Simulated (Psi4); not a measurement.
# Si2H5OF (SMILES O[SiH](F)[SiH3]) at DSD-PBEP86/6-31G(d) (density fitting for correlation, spherical functions)

What is the vertical singlet–triplet gap of Si2H5OF at DSD-PBEP86/6-31G* (density fitting for correlation, spherical functions)? 

Program for the calculation: Psi4 1.11.

2 further runs of the same task are left out: 2 set aside as unsound or not needed.

**1. The system as given**

The species is Si2H5OF (9 atoms), meant as a singlet with charge 0. As SMILES, `O[SiH](F)[SiH3]`. Geometry: relaxed at PBE0-D4/def2-TZVP. This is one conformer, not always the lowest.

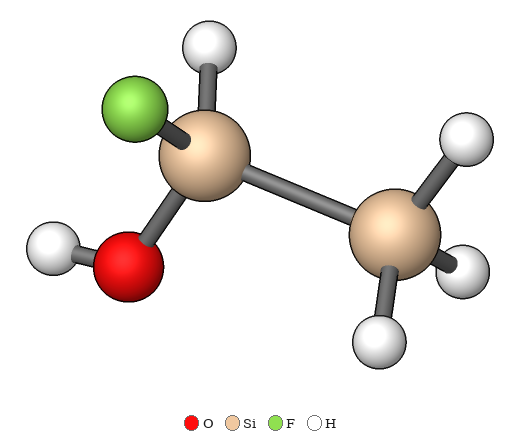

The structure, seen from a chosen angle (oxygen red, silicon light orange, fluorine green, hydrogen white).

**2. The energy at DSD-PBEP86/6-31G(d) (density fitting for correlation, spherical functions)**

The input, job.py:

```python
import psi4

psi4.set_memory('1600 MB')
psi4.set_num_threads(1)
psi4.core.set_output_file('output.dat', False)

geom = psi4.geometry("""
0 1
O     -0.392500    -0.610800     1.768100
Si    -0.831500    -0.160600     0.257700
F     -1.775600     1.133800     0.319400
Si     1.135000     0.371100    -0.891700
H     -1.050500    -1.005600     2.343000
H     -1.664600    -1.215400    -0.380600
H      0.798700     0.860600    -2.255200
H      1.981700    -0.845200    -1.013900
H      1.887800     1.425600    -0.163800
units angstrom
symmetry c1
no_reorient
no_com
""")

psi4.set_options({
    'basis': '6-31G*',
    'reference': 'rks',
    'puream': True,
    'e_convergence': 1e-09,
    'd_convergence': 1e-08,
    'scf_type': 'pk',
    'dft_radial_points': 99,
    'dft_spherical_points': 590,
    'num_frozen_docc': 12,
})

energy_value, wavefunction = psi4.energy('DSD-PBEP86', return_wfn=True)
print(f'DSD-PBEP86 energy: {energy_value:.10f} Eh')
```

On the command line:

```bash
$ python job.py
```

output.dat:

```text
[...]
  Running in c1 symmetry.
[...]
  Nuclear repulsion =  227.836453995710258
[...]
  Multiplicity = 1
[...]
  Nalpha       = 25
  Nbeta        = 25
[...]
    Number of basis functions: 74
[...]
   @RKS iter   1:  -755.80529290221182   -7.93107e-01   7.08343e-03 DIIS/ADIIS
[...]
   @RKS iter  11:  -755.91951160871452   -1.93268e-12   2.17184e-09 DIIS
[...]
    Orbital Energies [Eh]
    ---------------------
    Doubly Occupied:
       1A    -67.891120     2A    -67.820468     3A    -25.719835
       4A    -20.080472     5A     -5.882281     6A     -5.827181
       7A     -4.073741     8A     -4.072306     9A     -4.071001
      10A     -4.016135    11A     -4.016109    12A     -4.015778
      13A     -1.441805    14A     -1.244411    15A     -0.725600
      16A     -0.657495    17A     -0.643235    18A     -0.588189
      19A     -0.580443    20A     -0.537628    21A     -0.482487
      22A     -0.457776    23A     -0.443848    24A     -0.443314
      25A     -0.372640
[...]
  @RKS Final Energy:  -755.91951160871452
   => Energetics <=
    Nuclear Repulsion Energy =            227.8364539957102579
    One-Electron Energy =               -1502.6009223096468759
    Two-Electron Energy =                 536.7034690510450901
    DFT Exchange-Correlation Energy =     -17.8585123458231436
    Empirical Dispersion Energy =           0.0000000000000000
    VV10 Nonlocal Energy =                  0.0000000000000000
    Total Energy =                       -755.9195116087145152
[...]
 Multipole Moments:
 ------------------------------------------------------------------------------------
     Multipole            Electronic (a.u.)      Nuclear  (a.u.)        Total (a.u.)
 ------------------------------------------------------------------------------------
 L = 1.  Multiply by 2.5417464519 to convert [e a0] to [Debye]
 Dipole X            :         24.2181922          -24.4120490           -0.1938568
 Dipole Y            :        -14.7556567           14.1442221           -0.6114346
 Dipole Z            :        -12.4769225           12.6099535            0.1330310
 Magnitude           :                                                    0.6550801
[...]
```

Standard output:

```text
DSD-PBEP86 energy: -756.1881024050 Eh
```

Run time: 8.1 s. Hardware: 1 thread of AMD EPYC 9R45 (Zen 5), shared host; peak memory 1.1 GiB.

**3. The triplet**

The input, calc.py:

```python
import psi4

psi4.set_memory('1600 MB')
psi4.set_num_threads(1)
psi4.core.set_output_file('run.log', False)

mol = psi4.geometry("""
0 3
O     -0.74171750    -1.15424472     3.34122476
Si    -1.57130727    -0.30349002     0.48698242
F     -3.35539771     2.14257148     0.60357852
Si     2.14483915     0.70127736    -1.68506879
H     -1.98515729    -1.90030859     4.42762831
H     -3.14563811    -2.29677313    -0.71922976
H      1.50932426     1.62629830    -4.26171036
H      3.74487026    -1.59719652    -1.91599332
H      3.56742498     2.69399356    -0.30953714
units bohr
symmetry c1
no_reorient
no_com
""")

psi4.set_options({
    'reference': 'uks',
    'puream': True,
    'e_convergence': 1e-09,
    'd_convergence': 1e-08,
    'scf_type': 'pk',
    'dft_radial_points': 99,
    'dft_spherical_points': 590,
    'num_frozen_docc': 12,
    'maxiter': 100,
})

result, w = psi4.energy('dsd-pbep86/6-31G*', molecule=mol, return_wfn=True)
print('E =', round(result, 9))
```

On the command line:

```bash
$ python calc.py
```

run.log:

```text
[...]
  Running in c1 symmetry.
[...]
  Nuclear repulsion =  227.836453994188162
[...]
  Multiplicity = 3
[...]
  Nalpha       = 26
  Nbeta        = 24
[...]
    Number of basis functions: 74
[...]
   @UKS iter   1:  -755.53099220553145   -5.18806e-01   7.26913e-03 DIIS/ADIIS
[...]
   @UKS iter  32:  -755.66418771447809    6.25278e-11   3.92298e-09 DIIS
[...]
   @S^2 Observed:                2.006316317E+00
[...]
    Orbital Energies [Eh]
    ---------------------
    Alpha Occupied:
       1A    -67.932584     2A    -67.876128     3A    -25.731436
       4A    -20.082853     5A     -5.920678     6A     -5.877430
       7A     -4.115827     8A     -4.110793     9A     -4.108785
      10A     -4.073008    11A     -4.064530    12A     -4.063906
      13A     -1.455500    14A     -1.251300    15A     -0.770909
      16A     -0.686694    17A     -0.656826    18A     -0.604949
      19A     -0.597152    20A     -0.556086    21A     -0.500652
      22A     -0.478614    23A     -0.476432    24A     -0.468135
      25A     -0.443696    26A     -0.113417
    Alpha Virtual:
[...]
  @UKS Final Energy:  -755.66418771447809
   => Energetics <=
    Nuclear Repulsion Energy =            227.8364539941881617
    One-Electron Energy =               -1501.1844473169353478
    Two-Electron Energy =                 535.5231171347685404
    DFT Exchange-Correlation Energy =     -17.8393115264993938
    Empirical Dispersion Energy =           0.0000000000000000
    VV10 Nonlocal Energy =                  0.0000000000000000
    Total Energy =                       -755.6641877144780892
[...]
 Multipole Moments:
 ------------------------------------------------------------------------------------
     Multipole            Electronic (a.u.)      Nuclear  (a.u.)        Total (a.u.)
 ------------------------------------------------------------------------------------
 L = 1.  Multiply by 2.5417464519 to convert [e a0] to [Debye]
 Dipole X            :         24.3734447          -24.4120490           -0.0386042
 Dipole Y            :        -14.6855701           14.1442219           -0.5413482
 Dipole Z            :        -12.6825098           12.6099533           -0.0725564
 Magnitude           :                                                    0.5475514
[...]
```

Standard output:

```text
E = -755.933373423
```

Wall time 27 s (1 thread of AMD EPYC 9R45 (Zen 5), shared host); peak memory 1.1 GiB.

**4. What came out**

At DSD-PBEP86/6-31G* (density fitting for correlation, spherical functions), 12 core orbitals frozen:

```
                                                         quantity          value
                                            singlet: total energy  -756.18810 Eh
                       singlet: HOMO energy (SCF part's orbitals)      -10.14 eV
                       singlet: LUMO energy (SCF part's orbitals)        2.21 eV
                     singlet: HOMO–LUMO gap (SCF part's orbitals)       12.35 eV
                                            triplet: total energy  -755.93337 Eh
triplet: HOMO energy (SCF part's orbitals) (highest over α and β)       -3.09 eV
                                                    triplet: ⟨S²⟩          2.006
                 vertical energy of the triplet above the singlet       6.932 eV
```

In words: At this shape the triplet lies 6.93 eV (160 kcal/mol) above the singlet.
